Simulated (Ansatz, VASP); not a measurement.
# Sr2ZnSbN in two plane-wave programs

Wanted: the spread between two codes on one cell, functional and k mesh. The cell is invented: As first built, before any earlier steps moved the atoms: it takes the Sr2ZnSb2 structure with some of its atoms replaced by other elements, volume scaled by an estimate. It may not be a known or stable phase. The cell comes out of the VASP series on this material, whose earlier steps may have relaxed, scaled or displaced it; both programs get it as it stands.

Calculated with Ansatz 0.2.0; plane waves, with VASP 6.6.1 beside it; relaxation of cell and atoms at PBE.

## (1) Set-up

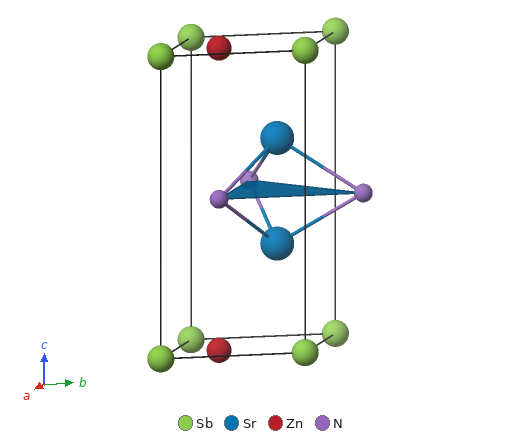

Start, viewed slightly off an axis; antimony green, strontium blue, zinc red, nitrogen purple. Some periodic images of atoms are drawn too.

## (2) Ansatz: relaxation of cell and atoms, PBE

Ansatz runs on its default PAW (the set named soft_2) files.

The relaxed volume is the usual yardstick between codes: its relative difference is about their pressure difference at one cell divided by the bulk modulus.

The input, input.yaml:

```yaml
crystal:
  lattice:
    - [4.2277419471, 0.0, 0.0]
    - [-2.1138709735, 3.6613324356, 0.0]
    - [0.0, 0.0, 8.468121964]
  atoms:
    - { symbol: Sb, position: [0.0, 0.0, 0.0] }
    - { symbol: Sr, position: [0.33333333, 0.66666667, 0.6746755888] }
    - { symbol: Sr, position: [0.33333333, 0.66666667, 0.3253244112] }
    - { symbol: Zn, position: [0.66666667, 0.33333333, 0.0] }
    - { symbol: "N", position: [0.66666667, 0.33333333, 0.5] }
hamiltonian:
  xc: pbe
  pseudopotentials: { kind: paw }
kpoints:
  mp_grid: { grid: [5, 5, 3] }
scf:
  occupations: { method: fermi_dirac, width: 0.05 }
relax:
  f_tol: 0.01
  max_steps: 60
  cell: { stress_tol: 0.05 }
output:
  forces: true
  stress: true
```

The run is started by

```bash
$ ansatz run input.yaml --threads 4 --pin off --max-ram 9216MiB --backend cpu --events-out ev --progress --plain --runs-dir out
```

Numbers of over 12 decimals in the logs are rounded to 6 here.

What it wrote:

```text
Engine: ansatz 0.2.0, aarch64-unknown-linux-gnu
Pseudopotentials: kind: paw
Pseudopotential: Sb, paw, valence charge 15, recommended cutoff 420 eV (normal), Sb.paw.azcp
Pseudopotential: Sr, paw, valence charge 10, recommended cutoff 420 eV (normal), Sr.paw.azcp
Pseudopotential: Zn, paw, valence charge 12, recommended cutoff 420 eV (normal), Zn.paw.azcp
Pseudopotential: N, paw, valence charge 5, recommended cutoff 420 eV (normal), N.paw.azcp
Functional definition: PBE
  parameter kappa = 0.804
  parameter beta = 0.066725
  exchange = pbe_x(kappa = kappa, mu = beta*pi^2/3)
  correlation = pbe_c(beta = beta)
Crystal: 5 atoms, lattice volume = 131.079 Å³
Basis set: ecut = 420 eV, 2531 PW (Γ), exchange–correlation on 60×60×120 points (8 copies of the dense FFT grid, shifted against one another)
Bands: 32, of which v1, the nominal top of the filled ones, is band 26 counted from 1 (25 counted from 0)
Symmetry: 12 space group operations
Space group: P-6m2 (ITA 187), of the structure as read, at distance tolerance 5.1e-5 Å
k-points: 10 of 75 (time reversal used)
Non-local potential: Sb, projectors of the file, l = 0: 2, l = 1: 2, l = 2: 2, l = 3: 2
Non-local potential: Sr, projectors of the file, l = 0: 3, l = 1: 2, l = 2: 2
Non-local potential: Zn, projectors of the file, l = 0: 2, l = 1: 2, l = 2: 3, l = 3: 1
Non-local potential: N, projectors of the file, l = 0: 2, l = 1: 2, l = 2: 1
PAW form: soft (Blöchl's): semilocal exchange-correlation on the pseudo side does not see the compensation charge
PAW one-centre angular grid: Sb, 590 points (default); XC on 64 Gauss nodes
PAW one-centre angular grid: Sr, 110 points (default); XC on 64 Gauss nodes
PAW one-centre angular grid: Zn, 590 points (default); XC on 64 Gauss nodes
PAW one-centre angular grid: N, 110 points (default); XC on 64 Gauss nodes
Initial density: superposition of atomic densities (neutral atoms: chi_scale 0, normalization atom), corrected by the library's trained network
Initial wavefunctions: pseudopotential atomic-orbital guess
Functional: x = pbe(κ = 0.804, μ = 0.219515), c = pbe(β = 0.066725)
SCF iter   1: F=—  HF=-17277.443266 eV  |F-HF|=—  |Δ(HF+E_count)|=         —  Δρ=4.13e-3  dr2=1.59e-2  ethr=1.77e-3  ⟨swp⟩=11.4  Hψ=1873  notcnv=0
preconditioner: auto → Resta (q_TF=auto, 2.339 Å⁻¹)  ε∞=3.7  [insulator: Δε(μ)=0.736 eV  Ē_g=12.173 eV  σ=0.050 eV  W_gap=1.00  n_scr=36 (ndim 8)  ℏωp=20.0 eV  f_vac=0.003  D(μ)=0.00/eV (n_scr^D=0)  ε∞_Penn≈3.7]
SCF iter   2: F=—  HF=-17277.443117 eV  |F-HF|=—  |Δ(HF+E_count)|=   1.48e-4  Δρ=1.73e-3  dr2=2.51e-3  ethr=3.06e-5  ⟨swp⟩=2.2  Hψ=547  notcnv=0  defer=3
SCF iter   3: F=—  HF=-17277.443027 eV  |F-HF|=—  |Δ(HF+E_count)|=   9.07e-5  Δρ=3.71e-4  dr2=2.12e-4  ethr=4.83e-6  ⟨swp⟩=2.0  Hψ=438  notcnv=0  defer=3
SCF iter   4: F=—  HF=-17277.443075 eV  |F-HF|=—  |Δ(HF+E_count)|=   4.83e-5  Δρ=3.15e-4  dr2=8.13e-5  ethr=4.08e-7  ⟨swp⟩=2.0  Hψ=461  notcnv=0  defer=3
SCF iter   5: F=—  HF=-17277.442981 eV  |F-HF|=—  |Δ(HF+E_count)|=   9.43e-5  Δρ=8.13e-5  dr2=7.06e-6  ethr=1.56e-7  ⟨swp⟩=2.0  Hψ=403  notcnv=0  defer=3
SCF iter   6: F=—  HF=-17277.442984 eV  |F-HF|=—  |Δ(HF+E_count)|=   3.16e-6  Δρ=1.36e-5  dr2=2.55e-7  ethr=1.36e-8  ⟨swp⟩=2.9  Hψ=611  notcnv=0  defer=3
SCF iter   7: F=-17277.442984 eV  HF=-17277.442984 eV  |F-HF|=2.26e-8  |Δ(HF+E_count)|=   8.94e-8  Δρ=4.75e-6  dr2=2.64e-8  ethr=1.92e-10  ⟨swp⟩=5.0  Hψ=1329  notcnv=0
SCF 1 converged in 7 iterations: F = -17277.442984 eV  dr2 = 2.64e-8
  greatest PAW one-centre occupation: 0.995 electrons in one spin orbital (limit 2), on the Sb atom at site 0 (counted from 0), in its partial waves of l = 2
relax step   1: F+E_penalty+E_count = -17277.44298389 eV  Δ(F+E_penalty+E_count) = +0.000e0 eV  max|allowed force component| = 2.464e-2 eV/Å  Δτ_max = 0.0000 Å  P = -0.160 GPa  Ω = 131.079 Å³  (7 SCF iters, dr2 threshold 1.00e-7 eV, accepted)
[...]
relax step   2: F+E_penalty+E_count = -17277.44355984 eV  Δ(F+E_penalty+E_count) = -5.760e-4 eV  max|allowed force component| = 2.750e-2 eV/Å  Δτ_max = 0.0023 Å  P = +0.050 GPa  Ω = 130.418 Å³  energy of the carried Pulay correction = +3.815e-4 eV  (6 SCF iters, dr2 threshold 9.70e-8 eV, accepted)
[...]
relax step   3: F+E_penalty+E_count = -17277.44358608 eV  Δ(F+E_penalty+E_count) = -2.623e-5 eV  max|allowed force component| = 1.107e-2 eV/Å  Δτ_max = 0.0029 Å  P = +0.019 GPa  Ω = 130.504 Å³  energy of the carried Pulay correction = +3.319e-4 eV  (6 SCF iters, dr2 threshold 4.73e-8 eV, accepted)
[...]
relax step   4: F+E_penalty+E_count = -17277.44352208 eV  Δ(F+E_penalty+E_count) = +6.400e-5 eV  max|allowed force component| = 1.589e-3 eV/Å  Δτ_max = 0.0017 Å  P = -0.013 GPa  Ω = 130.637 Å³  energy of the carried Pulay correction = +2.551e-4 eV  (6 SCF iters, dr2 threshold 7.66e-9 eV, accepted)
[...]
relax step   5: F+E_penalty+E_count = -17277.44330243 eV  Δ(F+E_penalty+E_count) = +2.197e-4 eV  max|allowed force component| = 1.594e-3 eV/Å  Δτ_max = 0.0000 Å  P = -0.015 GPa  Ω = 130.637 Å³  stress off target by 2.56e-2 GPa  SCF on the basis re-selected at this cell (its energy is not comparable with the rows above)  (6 SCF iters)
basis re-selected at this cell: Δ(F+E_penalty+E_count) = +2.197e-4 eV, ΔP = -0.002 GPa vs the last step (what re-selecting the basis moved, of the pressure what is left beyond the Pulay correction that the steps carried, after the strain that the cell walked since its last selection, with what the two solves' SCF thresholds leave and, on support functions, any second-order correction that the steps lacked; it is no m [...]
SCF converged after 6 iterations
Free energy (F): -17277.443302 eV
Harris-Foulkes:  -17277.443302 eV  (|F-HF|=7.28e-12)
Internal energy: -17277.443204 eV  (E = F + TS)
E sigma→0 (E₀):  -17277.443253 eV
Entropy (-TS):   -0.000098 eV (-0.020 meV/atom)
Fermi energy:    8.107511 eV
--- Per-component energies (eV) ---
  E_band       = -368.791987
  E_kinetic    = 953.572982
  E_local      = -5821.546669  (includes V_loc(G=0)·N_el)
  E_nonlocal   = 1422.727447
  E_hartree    = 2306.347017
  E_xc         = -682.810115
  E_vxc        = -549.268402  (∫ρ·V_xc dr)
  E_paw        = -11916.495732  (= ΣΔE_a)
  E_vpaw       = -986.971078  (= ΣTr[D̂ρ^β])
  E_aug_tail   = -0.000291  (compensation charges beyond the density's cutoff)
  E_ewald      = -3539.237842
  E_smearing   = -0.000098  (= −TS)
  E_closure    = 0.000000  (closes the sum)
  Σ components = -17277.443302   (vs F -17277.443302, Δ=0.00e0)
--- Forces (eV/Å), atoms counted from 1 ---
  atom   1  Sb     0.00000000     0.00000000     0.00000000
  atom   2  Sr    -0.00000000     0.00000000     0.00159409
  atom   3  Sr    -0.00000000     0.00000000    -0.00159409
  atom   4  Zn     0.00000000     0.00000000    -0.00000000
  atom   5  N      0.00000000    -0.00000000     0.00000000
  max |Σ_I F_I| component: 1.32e-16 eV/Å
--- Stress (GPa, compression-positive) ---
       -0.010231       0.000000       0.000000
        0.000000      -0.010231       0.000000
        0.000000       0.000000      -0.025646
  P = ⅓ Tr σ = -0.0154 GPa (-0.154 kbar)
--- Relaxed structure (4 steps of the walk, 4 accepted, 1 SCFs on fresh bases) ---
  F+E_penalty+E_count = -17277.44330243 eV   max|allowed force component| = 1.594e-3 eV/Å   (the final SCF, on the basis selected at the relaxed cell)
  cell:  # Å, volume = 130.6369 Å³
    - [4.224440, -2.8844880807713117e-11, 0]
    - [-2.112220, 3.658473, 0]
    - [0, 0, 8.452727]
  atoms:
    - { symbol: Sb, position: [0, 0, 0] }
    - { symbol: Sr, position: [0.333333, 0.666667, 0.674545] }
    - { symbol: Sr, position: [0.333333, 0.666667, 0.325455] }
    - { symbol: Zn, position: [0.666667, 0.333333, 0.0] }
    - { symbol: N, position: [0.666667, 0.333333, 0.5] }
```

Wall time 7.4 s (4 threads of Arm Neoverse V1, shared host); peak memory 0.43 GiB; 26 s of CPU time.

## (3) VASP: relaxation of cell and atoms, PBE

The same cell, functional, mesh and smearing now go to VASP, with its own data sets and cutoff.

Lines of VASP's logs that name or quote its potential files are left out, and so is its time.

The input, INCAR:

```
SYSTEM = Sr2ZnSbN
PREC = Accurate
ENCUT = 520
EDIFF = 1E-06
NELM = 100
ISMEAR = -1
SIGMA = 0.05
LREAL = .FALSE.
ALGO = Normal
GGA = PE
LORBIT = 11
LWAVE = .FALSE.
LCHARG = .FALSE.
KPAR = 2
IBRION = 2
NSW = 60
ISIF = 3
EDIFFG = -0.01
```

The input, POSCAR:

```
Sr2ZnSbN
1.0
    4.2277419471      0.0000000000      0.0000000000
   -2.1138709735      3.6613324356      0.0000000000
    0.0000000000      0.0000000000      8.4681219640
Sb Sr Zn N
1 2 1 1
Direct
    0.0000000000      0.0000000000      0.0000000000
    0.3333333300      0.6666666700      0.6746755888
    0.3333333300      0.6666666700      0.3253244112
    0.6666666700      0.3333333300      0.0000000000
    0.6666666700      0.3333333300      0.5000000000
```

The input, KPOINTS:

```
Automatic mesh
0
Gamma
5 5 3
0 0 0
```

PAW data sets: Sb, Sr_sv, Zn and N (PBE family, release 64).

The run is started by

```bash
$ mpirun -np 2 vasp_std
```

What it wrote:

```text
[banner, memory and clock lines left out]
running    2 mpi-ranks, on    1 nodes
 distrk:  each k-point on    1 cores,    2 groups
 distr:  one band on    1 cores,    1 groups

 POSCAR found type information on POSCAR SbSrZnN
 POSCAR found :  4 types and       5 ions
 LDA part: xc-table for (Slater+PW92), standard interpolation
 POSCAR, INCAR and KPOINTS ok, starting setup
 FFT: planning ... GRIDC
 FFT: planning ... GRID_SOFT
 FFT: planning ... GRID
 WAVECAR not read
 entering main loop
       N       E                     dE             d eps       ncg     rms          rms(c)
DAV:   1     0.327794028758E+03    0.32779E+03   -0.19381E+04   500   0.161E+03
DAV:   2     0.154820803478E+02   -0.31231E+03   -0.30751E+03   539   0.381E+02
DAV:   3    -0.217704705361E+02   -0.37253E+02   -0.36939E+02   738   0.117E+02
DAV:   4    -0.231960380859E+02   -0.14256E+01   -0.14230E+01   744   0.206E+01
DAV:   5    -0.232408873708E+02   -0.44849E-01   -0.44833E-01   792   0.318E+00    0.189E+01
DAV:   6    -0.192192507062E+02    0.40216E+01   -0.47487E+01   699   0.430E+01    0.199E+01
DAV:   7    -0.185605589664E+02    0.65869E+00   -0.77396E+00   592   0.106E+01    0.107E+01
DAV:   8    -0.183561049113E+02    0.20445E+00   -0.12400E+00   628   0.716E+00    0.127E+00
DAV:   9    -0.183532432070E+02    0.28617E-02   -0.10686E-01   768   0.279E+00    0.695E-01
DAV:  10    -0.183540552435E+02   -0.81204E-03   -0.81284E-03   687   0.599E-01    0.336E-01
DAV:  11    -0.183548305140E+02   -0.77527E-03   -0.24204E-03   656   0.315E-01    0.713E-02
DAV:  12    -0.183548600220E+02   -0.29508E-04   -0.79584E-04   750   0.160E-01    0.338E-02
DAV:  13    -0.183548748118E+02   -0.14790E-04   -0.13125E-04   624   0.722E-02    0.141E-02
DAV:  14    -0.183548775163E+02   -0.27046E-05   -0.26896E-05   615   0.192E-02    0.708E-03
DAV:  15    -0.183548784269E+02   -0.91056E-06   -0.66049E-06   527   0.111E-02
   1 F= -.18354878E+02 E0= -.18354823E+02  d E =-.183549E+02
 curvature:   0.00 expect dE= 0.000E+00 dE for cont linesearch  0.000E+00
 trial: gam= 0.00000 g(F)=  0.252E-05 g(S)=  0.299E-04 ort = 0.000E+00 (trialstep = 0.100E+01)
 search vector abs. value=  0.324E-04
 reached required accuracy - stopping structural energy minimisation
```

From OUTCAR (step 3):

```text
ion  position               nearest neighbor table
   1  0.000  0.000  0.000-   4 2.44   4 2.44   4 2.44   2 3.68   3 3.68   2 3.68   3 3.68   2 3.68
                             3 3.68
   2  0.333  0.667  0.675-   5 2.85   5 2.85   5 2.85   3 2.96   1 3.68   4 3.68   1 3.68   4 3.68
                             4 3.68   1 3.68
   3  0.333  0.667  0.325-   5 2.85   5 2.85   5 2.85   2 2.96   1 3.68   4 3.68   1 3.68   4 3.68
                             4 3.68   1 3.68
   4  0.667  0.333  0.000-   1 2.44   1 2.44   1 2.44   3 3.68   2 3.68   3 3.68   2 3.68   3 3.68
                             2 3.68
   5  0.667  0.333  0.500-   2 2.85   3 2.85   2 2.85   3 2.85   2 2.85   3 2.85

  LATTYP: Found a hexagonal cell.
 ALAT       =     4.2277419471
 C/A-ratio  =     2.0029893191

 Subroutine GETGRP returns: Found 12 space group operations
 (whereof 12 operations were pure point group operations)

The static configuration has the point symmetry D_3h.

 Found     10 irreducible k-points:

   k-points           NKPTS =     10   k-points in BZ     NKDIM =     10   number of bands    NBANDS=     25

   dimension x,y,z NGX =    32 NGY =   32 NGZ =   64
   dimension x,y,z NGXF=    64 NGYF=   64 NGZF=  128

   ENCUT  =  520.0 eV  38.22 Ry    6.18 a.u.   7.86  7.86 15.75*2*pi/ulx,y,z

   NELECT =      42.0000    total number of electrons

 k-points in reciprocal lattice and weights: Automatic mesh
   0.00000000  0.00000000  0.00000000       0.013
   0.20000000 -0.00000000  0.00000000       0.080
   0.40000000 -0.00000000  0.00000000       0.080
   0.20000000  0.20000000  0.00000000       0.080
   0.40000000  0.20000000  0.00000000       0.080
   0.00000000  0.00000000  0.33333333       0.027
   0.20000000 -0.00000000  0.33333333       0.160
   0.40000000 -0.00000000  0.33333333       0.160
   0.20000000  0.20000000  0.33333333       0.160
   0.40000000  0.20000000  0.33333333       0.160

 average (electrostatic) potential at core
       1 -89.2389       2 -37.9416       3 -37.9416       4 -37.2124       5 -63.5500

 E-fermi :   3.4362

 k-point     1 :       0.0000    0.0000    0.0000
  band No.  band energies     occupation
    ...
     17       2.5867      2.00000
     18       2.5867      2.00000
     19       2.6148      2.00000
     20       3.1081      1.99717
     21       3.1081      1.99717
     22       4.1141      0.00000
     23       4.6218      0.00000
     24       6.1062      0.00000
     25       6.1235      0.00000

 k-point     2 :       0.2000   -0.0000    0.0000
  band No.  band energies     occupation
    ...
     17       0.2085      2.00000
     18       1.9340      2.00000
     19       2.4285      2.00000
     20       2.6811      2.00000
     21       2.9059      1.99995
     22       4.7026      0.00000
     23       5.2155      0.00000
     24       5.9782      0.00000
     25       6.7909      0.00000

 k-point     3 :       0.4000   -0.0000    0.0000
  band No.  band energies     occupation
    ...
     17       0.9763      2.00000
     18       1.0402      2.00000
     19       2.1272      2.00000
     20       2.5350      2.00000
     21       2.9040      1.99995
     22       4.1412      0.00000
     23       4.6005      0.00000
     24       6.1192      0.00000
     25       6.8231      0.00000

  Total        0.0387336      0.0387336     -0.0100525      0.0000000     -0.0000000      0.0000000
  in kB        0.4734383      0.4734384     -0.1228718      0.0000000     -0.0000000      0.0000000
  external PRESSURE =       0.2746683 kB  Pullay stress =       0.0000000 kB

  energy-cutoff  :      520.00
  volume of cell :      131.08
      direct lattice vectors                 reciprocal lattice vectors
     4.227741947  0.000000000  0.000000000     0.236532885  0.136562306  0.000000000
    -2.113870974  3.661332436  0.000000000     0.000000000  0.273124612  0.000000000
     0.000000000  0.000000000  8.468121964     0.000000000  0.000000000  0.118089938

 POSITION                                       TOTAL-FORCE (eV/Angst)
 -----------------------------------------------------------------------------------
      0.00000      0.00000      0.00000         0.000000      0.000000      0.000000
     -0.00000      2.44089      5.71324         0.000000      0.000000      0.005114
     -0.00000      2.44089      2.75489         0.000000      0.000000     -0.005114
      2.11387      1.22044      0.00000        -0.000000      0.000000      0.000000
      2.11387      1.22044      4.23406        -0.000000      0.000000      0.000000
 -----------------------------------------------------------------------------------
    total drift:                                0.000018     -0.000003      0.000000

  FREE ENERGIE OF THE ION-ELECTRON SYSTEM (eV)
  ---------------------------------------------------
  free  energy   TOTEN  =       -18.3548784269 eV

  energy  without entropy=      -18.3547675885  energy(sigma->0) =      -18.35482301

 reached required accuracy - stopping structural energy minimisation

 total charge
# of ion       s       p       d       tot
------------------------------------------
    1        1.098   1.482   0.030   2.609
    2        2.017   5.754   0.216   7.987
    3        2.017   5.754   0.216   7.987
    4        0.636   0.571   9.734  10.941
    5        1.258   2.203   0.000   3.461
--------------------------------------------------
tot          7.026  15.764  10.196  32.986

[... 3 further parts left out ...]
```

CONTCAR:

```
Sr2ZnSbN
   1.00000000000000
     4.2277419471000002    0.0000000000000000    0.0000000000000000
    -2.1138709735000001    3.6613324355999999    0.0000000000000000
     0.0000000000000000    0.0000000000000000    8.4681219639999998
  Sb              Sr              Zn              N
     1     2     1     1
Direct
     0.0000000000000000    0.0000000000000000    0.0000000000000000
     0.3333333300000021    0.6666666699999979    0.6746755887999996
     0.3333333300000021    0.6666666699999979    0.3253244112000004
     0.6666666699999979    0.3333333300000021    0.0000000000000000
     0.6666666699999979    0.3333333300000021    0.5000000000000000
```

## (4) Comparison

Known differences besides the PAW data sets themselves: both relaxations stop at a tolerance, which leaves soft axes loose, and VASP keeps its plane-wave basis; the data sets hold 52 valence electrons in Ansatz (default PAW (the set named soft_2) files) and 42 in VASP; the cutoff is 420 eV in Ansatz and 520 eV in VASP; VASP leaves aspherical gradient terms in its spheres out (LASPH is not set), Ansatz keeps them; Ansatz adds a Pulay correction to the stress that steers its cell, VASP none. Total energies have different zeros and are not compared.

Compared:

```csv
quantity,Ansatz,VASP,difference
volume (Å³),130.64,131.08,-0.34 %
"edge a after relaxation, in the typed setting (Å)",4.224,4.228,-0.08 %
"edge c after relaxation, in the typed setting (Å)",8.453,8.468,-0.18 %
```

The walks stopped with -0.02 GPa left in Ansatz and 0.03 GPa in VASP; each walk ends within a tolerance, so the volume difference is uncertain by about these residues over the bulk modulus, most in soft cells.

## (5) Outcome

- difference in volume (relaxation of cell and atoms, PBE): -0.34 %

The difference in volume is -0.34 % (relaxation of cell and atoms, PBE), within the 1.2 % picked in this series as the mark of a large difference, as far as the stopping tolerances let one tell. Differences of this kind measure data sets and numerical settings, not the functional's error against experiment.

[Lines on the potential files, build, host, timing and source positions are cut from VASP's logs without a mark.]

[Logs are printed without paths, hosts, clocks, repeated set-up lines and the standing remarks that a program may print on its own settings, such as how far it seeks lower states.]

[Hosts, paths, dates, database ids (printed as entryN), source tags and the programs' standing remarks are cut or masked in the printed files.]
